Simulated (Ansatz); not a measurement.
# Geometry relaxation of C₃H₉ClSi

C₃H₉ClSi, SMILES CC(C)[SiH2]Cl, computed with RKS PBE-D4/def2-SVP (Ansatz 0.2.0).

The geometry: force-field start. Figures and captions count atoms from 1; the log counts them from 0 in places.

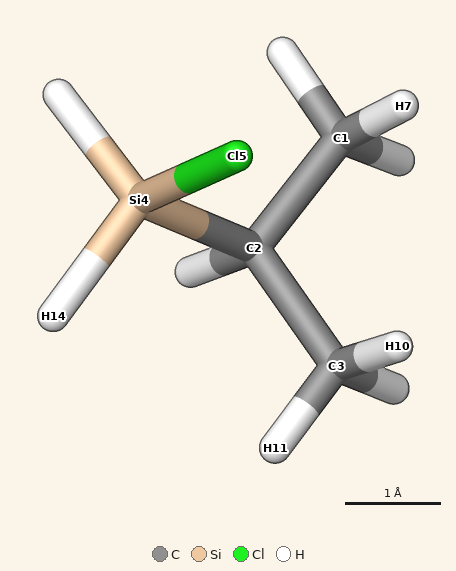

*The input geometry (stick view, seen at a tilt; atoms are numbered from 1 in the order of the input).*

Key numbers:

| quantity | value |
| --- | --- |
| outcome | converged |
| total energy | −23637.2100 eV |
| mean-field energy | −23636.8771 eV |
| dispersion energy | −0.3329 eV |
| SCF solution under orbital rotations | stable |
| largest force (length of the vector) at the end | 0.025 eV/Å |
| dipole moment | 1.85 D |
| hardware | 4 threads of AMD EPYC, 23 GiB of memory available, shared host |
| wall time | 7 s (CPU time 25 s) |
| peak memory | 0.19 GiB |

The input:
```yaml
crystal:
  periodic: [false, false, false]
  atoms:
    - {symbol: C, position_ang: [0.113000, 0.941200, -1.150100]}
    - {symbol: C, position_ang: [-0.438700, 0.156100, 0.029300]}
    - {symbol: C, position_ang: [-0.782900, -1.269100, -0.443400]}
    - {symbol: Si, position_ang: [0.788500, 0.243800, 1.533400]}
    - {symbol: Cl, position_ang: [2.537600, -0.585100, 1.046200]}
    - {symbol: H, position_ang: [0.238100, 2.046200, -0.879400]}
    - {symbol: H, position_ang: [1.029300, 0.590700, -1.562100]}
    - {symbol: H, position_ang: [-0.636200, 1.000500, -1.977200]}
    - {symbol: H, position_ang: [-1.376400, 0.624800, 0.403500]}
    - {symbol: H, position_ang: [0.147900, -1.783700, -0.772200]}
    - {symbol: H, position_ang: [-1.179500, -1.868700, 0.408500]}
    - {symbol: H, position_ang: [-1.466100, -1.253800, -1.225100]}
    - {symbol: H, position_ang: [0.890500, 1.667700, 1.936300]}
    - {symbol: H, position_ang: [0.122200, -0.539700, 2.681000]}
basis:
  gaussian: {orbitals: def2-SVP}
hamiltonian: {xc: pbe, dispersion: d4}
relax: {f_tol: 0.03, max_steps: 200}
```

Launched with:
```bash
ansatz run in.yaml --threads 4 --pin off --events-out ev --progress --plain --max-ram 10444MiB
```

Log:
```
Functional definition: PBE
  name "PBE"
  cite "Perdew, Burke & Ernzerhof, Phys. Rev. Lett. 77, 3865 (1996) doi:10.1103/PhysRevLett.77.3865"
  parent pbe
  parameter kappa = 0.804
  parameter beta = 0.06672455060314922
  exchange = pbe_x(kappa = kappa, mu = beta*pi^2/3)
  correlation = pbe_c(beta = beta)
1387 factors; their error is unknown
mean field evaluation 1: about -23624.6101 eV, gradient 6.7e1 eV
mean field evaluation 2: about -23599.1173 eV, gradient 1.2e2 eV
mean field evaluation 4: about -23636.4616 eV, gradient 7.5e0 eV
mean field evaluation 8: about -23636.5921 eV, gradient 2.7e-1 eV
mean field evaluation 16: about -23636.5102 eV, gradient 2.2e-3 eV
mean field -23636.51024561 eV, -868.6257301240 hartree, gradient 4.8e-5 eV, S^2 0.000000; 0 other end points of the search recorded, 0 dependent functions left out
the calculation of the forces begins
reference -23636.51028152 eV, -868.6257314436 hartree; 29, 29 occupied and 94, 94 virtual orbitals, 1387 factors
relax step   1: F+E_penalty+E_count = -23636.84296557 eV  Δ(F+E_penalty+E_count) = +0.000e0 eV  max|allowed force component| = 2.951e0 eV/Å  Δτ_max = 0.0000 Å  (30 SCF iters, accepted)
these checks for a lower state are left out or cut short: starts, cluster_reference, orbital_swaps, neighbouring_geometries, increment
1387 factors; their error is unknown
mean field -23636.84768103 eV, -868.6381306472 hartree, gradient 1.6e-5 eV, S^2 0.000000; 0 other end points of the search recorded, 0 dependent functions left out
the calculation of the forces begins
reference -23636.84771726 eV, -868.6381319783 hartree; 29, 29 occupied and 94, 94 virtual orbitals, 1387 factors
relax step   2: F+E_penalty+E_count = -23637.17788537 eV  Δ(F+E_penalty+E_count) = -3.349e-1 eV  max|allowed force component| = 6.566e-1 eV/Å  Δτ_max = 0.0896 Å  (28 SCF iters, accepted)
these checks for a lower state are left out or cut short: starts, cluster_reference, orbital_swaps, neighbouring_geometries, increment
1387 factors; their error is unknown
mean field evaluation 32: about -23636.8758 eV, gradient 1.7e-3 eV
mean field -23636.87576030 eV, -868.6391625410 hartree, gradient 1.5e-5 eV, S^2 0.000000; 0 other end points of the search recorded, 0 dependent functions left out
the calculation of the forces begins
reference -23636.87579639 eV, -868.6391638674 hartree; 29, 29 occupied and 94, 94 virtual orbitals, 1387 factors
relax step   3: F+E_penalty+E_count = -23637.20758693 eV  Δ(F+E_penalty+E_count) = -2.970e-2 eV  max|allowed force component| = 1.376e-1 eV/Å  Δτ_max = 0.0420 Å  (30 SCF iters, accepted)
these checks for a lower state are left out or cut short: starts, cluster_reference, orbital_swaps, neighbouring_geometries, increment
1387 factors; their error is unknown
mean field -23636.87699285 eV, -868.6392078367 hartree, gradient 1.5e-5 eV, S^2 0.000000; 0 other end points of the search recorded, 0 dependent functions left out
the calculation of the forces begins
reference -23636.87702890 eV, -868.6392091612 hartree; 29, 29 occupied and 94, 94 virtual orbitals, 1387 factors
relax step   4: F+E_penalty+E_count = -23637.20967464 eV  Δ(F+E_penalty+E_count) = -2.088e-3 eV  max|allowed force component| = 4.225e-2 eV/Å  Δτ_max = 0.0177 Å  (29 SCF iters, accepted)
these checks for a lower state are left out or cut short: starts, cluster_reference, orbital_swaps, neighbouring_geometries, increment
1387 factors; their error is unknown
mean field -23636.87701844 eV, -868.6392087771 hartree, gradient 1.5e-5 eV, S^2 0.000000; 0 other end points of the search recorded, 0 dependent functions left out
the calculation of the forces begins
reference -23636.87705447 eV, -868.6392101012 hartree; 29, 29 occupied and 94, 94 virtual orbitals, 1387 factors
relax step   5: F+E_penalty+E_count = -23637.20991814 eV  Δ(F+E_penalty+E_count) = -2.435e-4 eV  max|allowed force component| = 2.127e-2 eV/Å  Δτ_max = 0.0068 Å  (30 SCF iters, accepted)
1387 factors; their error is unknown
mean field evaluation 64: about -23636.8770 eV, gradient 9.3e-4 eV
```

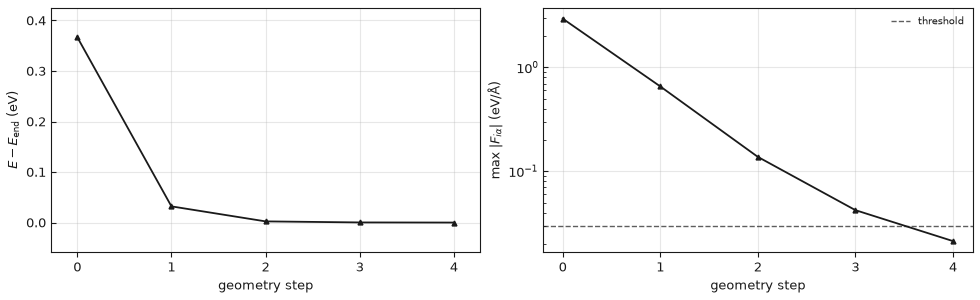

*Progress of the relaxation, step by step (the first geometry is step 0 here and step 1 in the log).*

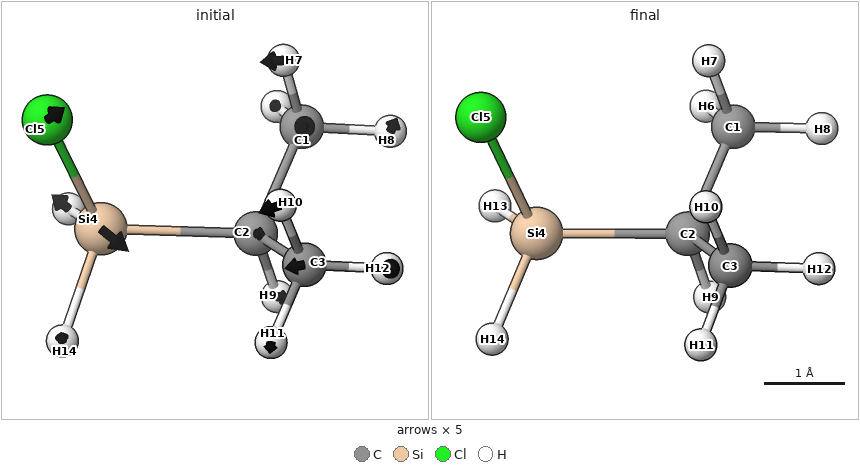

*Before (left) and after (right) the relaxation, at one scale (ball-and-stick view, seen at a tilt). The black arrows give the displacements, magnified 5 times.*

Si4 moves most after the best rigid fit: 0.093 Å. By element the largest moves are Si 0.093 Å, C 0.074 Å, H 0.064 Å, Cl 0.063 Å. Distances before and after: Si4–Cl5 1.996 → 2.095 Å, C3–H12 1.038 → 1.111 Å, C2–Si4 1.943 → 1.895 Å, C1–H7 1.064 → 1.110 Å. Among the angles that change: H6–C1–H8 101.4° → 107.6°, Cl5–Si4–H13 113.9° → 107.7°, C2–C1–H7 116.3° → 110.9°. After 4 geometry steps the energy has fallen by 0.367 eV. The largest force component goes from 3 to 0.021 eV/Å. (Atoms are counted from 1 in the order of the input.)

```
mean field -23636.87701844 eV, -868.6392087771 hartree, gradient 2.0e-5 eV, S^2 0.000000; 1 other end points of the search recorded, 0 dependent functions left out
the calculation of the forces begins
reference -23636.87705447 eV, -868.6392101012 hartree; 29, 29 occupied and 94, 94 virtual orbitals, 1387 factors
Total energy: -23637.20995417 eV, -868.6514439394 hartree
Atom 0 at     0.084712     1.009238    -1.152788 Å, force     0.016011    -0.001668    -0.011959 eV/Å
Atom 1 at    -0.458940     0.170220     0.013674 Å, force    -0.021273    -0.005257     0.012034 eV/Å
Atom 2 at    -0.756801    -1.280017    -0.398778 Å, force    -0.006543     0.006414    -0.012741 eV/Å
Atom 3 at     0.697683     0.238663     1.513651 Å, force     0.009588     0.004453     0.002689 eV/Å
Atom 4 at     2.541493    -0.606042     0.987173 Å, force    -0.001382    -0.001052    -0.003537 eV/Å
Atom 5 at     0.243251     2.069623    -0.868348 Å, force    -0.001907     0.002738     0.001982 eV/Å
Atom 6 at     1.057728     0.610040    -1.508465 Å, force    -0.005071     0.002413     0.003533 eV/Å
Atom 7 at    -0.616379     0.993671    -2.014075 Å, force    -0.003470    -0.000847    -0.000732 eV/Å
Atom 8 at    -1.402406     0.638601     0.384825 Å, force     0.002552    -0.000272    -0.005117 eV/Å
Atom 9 at     0.170782    -1.799424    -0.717687 Å, force     0.001460    -0.003571     0.001643 eV/Å
Atom 10 at    -1.201982    -1.868214     0.429740 Å, force     0.001022    -0.000225     0.000107 eV/Å
Atom 11 at    -1.467317    -1.311221    -1.252422 Å, force     0.008854    -0.001794     0.006360 eV/Å
Atom 12 at     0.949689     1.657010     1.944578 Å, force     0.002597     0.000757     0.002041 eV/Å
Atom 13 at     0.145786    -0.551249     2.667622 Å, force    -0.002438    -0.002092     0.003695 eV/Å
Dipole moment:    -0.360627     0.104694    -0.081243 e Å
```

Trajectory as extended XYZ (Å, eV, eV/Å), 5 frames, from step=1 to step=5:
```
14
Properties=species:S:1:pos:R:3:forces:R:3 step=1 energy=-23636.84297
C     0.1130    0.9412   -1.1501   -1.8179   2.5624   0.3855
C    -0.4387    0.1561    0.0293    0.5241  -0.4649   0.0672
C    -0.7829   -1.2691   -0.4434    2.1611  -0.2320   2.8187
Si    0.7885    0.2438    1.5334   -2.9508  -0.0635   0.2220
Cl    2.5376   -0.5851    1.0462    1.6651  -0.6613  -0.3952
H     0.2381    2.0462   -0.8794    0.1929  -0.8785  -0.1481
H     1.0293    0.5907   -1.5621    1.3895  -0.6914  -0.4198
H    -0.6362    1.0005   -1.9772    0.1267  -0.2771   0.0183
H    -1.3764    0.6248    0.4035    0.0524   0.1808   0.0305
H     0.1479   -1.7837   -0.7722   -0.1375  -0.0070  -0.1073
H    -1.1795   -1.8687    0.4085   -0.1109  -0.0262  -0.2450
H    -1.4661   -1.2538   -1.2251   -1.8117  -0.0062  -2.0375
H     0.8905    1.6677    1.9363    0.3010   0.3244   0.1033
H     0.1222   -0.5397    2.6810    0.4162   0.2405  -0.2924
14
Properties=species:S:1:pos:R:3:forces:R:3 step=2 energy=-23637.17789
C     0.0899    1.0074   -1.1642   -0.4252   0.6566  -0.0634
C    -0.4537    0.1662   -0.0070    0.2090  -0.2468   0.4808
C    -0.7695   -1.2901   -0.4081    0.6029   0.1750   0.5632
Si    0.7029    0.2188    1.5247   -0.3201   0.1174  -0.0741
Cl    2.5595   -0.5978    1.0415    0.1087  -0.0982  -0.0725
H     0.2460    2.0832   -0.8824   -0.0270  -0.4106  -0.0022
H     1.0467    0.6278   -1.5425    0.3710  -0.2010  -0.0979
H    -0.6263    1.0190   -2.0209    0.0974  -0.0787   0.1124
H    -1.3852    0.6450    0.3735   -0.0783   0.0074   0.0100
H     0.1551   -1.8113   -0.7375   -0.0453   0.0240  -0.0492
H    -1.1820   -1.8790    0.4396   -0.0545   0.0771  -0.0753
H    -1.4838   -1.3060   -1.2295   -0.4738  -0.1151  -0.5333
H     0.9394    1.6459    1.9364   -0.0037   0.0031   0.0337
H     0.1483   -0.5581    2.7052    0.0387   0.0899  -0.2321
14
Properties=species:S:1:pos:R:3:forces:R:3 step=3 energy=-23637.20759
C     0.0868    1.0051   -1.1503   -0.0115   0.0852  -0.1376
C    -0.4582    0.1652    0.0099    0.0606  -0.0813   0.1104
C    -0.7640   -1.2859   -0.4067    0.0731   0.0979   0.1039
Si    0.7036    0.2445    1.5146   -0.0397  -0.0612  -0.0545
Cl    2.5568   -0.5992    1.0049   -0.0685   0.0350   0.0004
H     0.2484    2.0641   -0.8602   -0.0011  -0.0074  -0.0018
H     1.0587    0.6088   -1.5129   -0.0164  -0.0122   0.0126
H    -0.6180    1.0005   -2.0111    0.0388  -0.0075   0.0301
H    -1.3970    0.6384    0.3861   -0.0159  -0.0102  -0.0075
H     0.1606   -1.8055   -0.7345   -0.0075   0.0086  -0.0139
H    -1.1951   -1.8738    0.4294   -0.0244  -0.0069  -0.0185
H    -1.4848   -1.3119   -1.2507   -0.0019  -0.0079  -0.0066
H     0.9455    1.6677    1.9452   -0.0024  -0.0453  -0.0238
H     0.1440   -0.5472    2.6649    0.0167   0.0131   0.0068
14
Properties=species:S:1:pos:R:3:forces:R:3 step=4 energy=-23637.20967
C     0.0848    1.0085   -1.1531    0.0423  -0.0021  -0.0380
C    -0.4575    0.1696    0.0125   -0.0235  -0.0348   0.0368
C    -0.7574   -1.2809   -0.3999   -0.0165   0.0312  -0.0155
Si    0.6976    0.2378    1.5148    0.0222   0.0175  -0.0267
Cl    2.5450   -0.6038    0.9926   -0.0176   0.0020   0.0003
H     0.2451    2.0677   -0.8672    0.0007   0.0194   0.0039
H     1.0578    0.6093   -1.5109   -0.0232   0.0067   0.0105
H    -0.6168    0.9962   -2.0144   -0.0020  -0.0059   0.0073
H    -1.3997    0.6387    0.3861   -0.0015  -0.0032  -0.0099
H     0.1687   -1.7997   -0.7237    0.0011  -0.0039  -0.0011
H    -1.1974   -1.8687    0.4315   -0.0046  -0.0065  -0.0035
H    -1.4733   -1.3104   -1.2499    0.0235  -0.0081   0.0213
H     0.9467    1.6581    1.9424    0.0017  -0.0083   0.0074
H     0.1437   -0.5517    2.6678   -0.0025  -0.0039   0.0072
14
Properties=species:S:1:pos:R:3:forces:R:3 step=5 energy=-23637.20992
C     0.0847    1.0092   -1.1528    0.0160  -0.0017  -0.0120
C    -0.4589    0.1702    0.0137   -0.0213  -0.0053   0.0120
C    -0.7568   -1.2800   -0.3988   -0.0065   0.0064  -0.0127
Si    0.6977    0.2387    1.5137    0.0096   0.0045   0.0027
Cl    2.5415   -0.6060    0.9872   -0.0014  -0.0011  -0.0035
H     0.2433    2.0696   -0.8683   -0.0019   0.0027   0.0020
H     1.0577    0.6100   -1.5085   -0.0051   0.0024   0.0035
H    -0.6164    0.9937   -2.0141   -0.0035  -0.0008  -0.0007
H    -1.4024    0.6386    0.3848    0.0026  -0.0003  -0.0051
H     0.1708   -1.7994   -0.7177    0.0015  -0.0036   0.0016
H    -1.2020   -1.8682    0.4297    0.0010  -0.0002   0.0001
H    -1.4673   -1.3112   -1.2524    0.0089  -0.0018   0.0064
H     0.9497    1.6570    1.9446    0.0026   0.0008   0.0020
H     0.1458   -0.5512    2.6676   -0.0024  -0.0021   0.0037
```

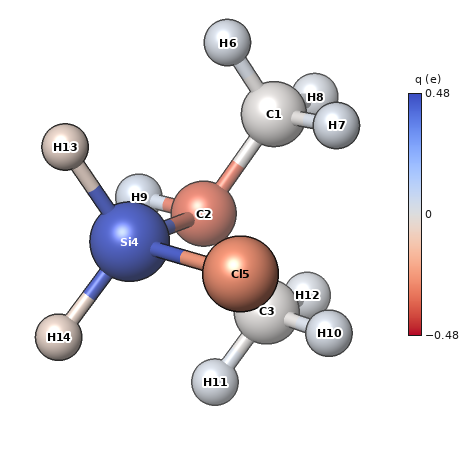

*Mulliken charges, as the colour of each atom (ball-and-stick view, seen at a tilt; atoms are numbered from 1 in the order of the input).*

By element: C −0.34 to −0.01, Si +0.46, Cl −0.25 and H −0.05 to +0.06 e.
